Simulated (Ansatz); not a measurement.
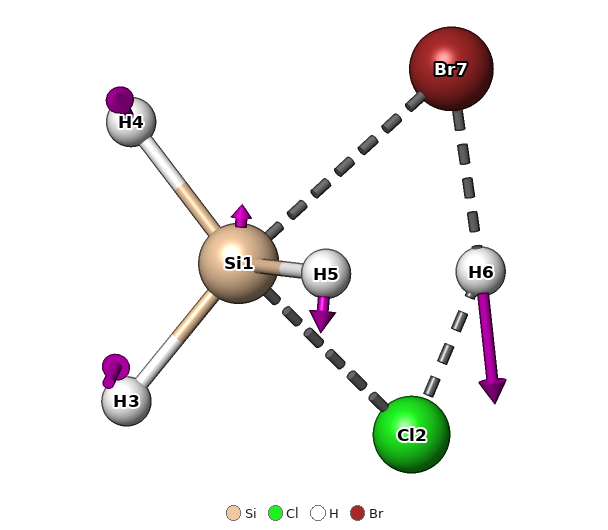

The arrows show one normal mode. Broken sticks mark bonds that form or break. Harmonic vibrations computed with RKS PBE0-D4/def2-TZVP (Ansatz 0.2.0) at a stationary point of the same level. It is a saddle point of order 1.

**At what wavenumber does it lie?**

487i cm⁻¹; it is mode 1 of 15 counted from the lowest. It is the reaction coordinate: Si1–Br7 forms (2.62 Å), Cl2–H6 forms (1.48 Å), Si1–Cl2 breaks (2.44 Å), H6–Br7 breaks (1.75 Å), or the reverse.
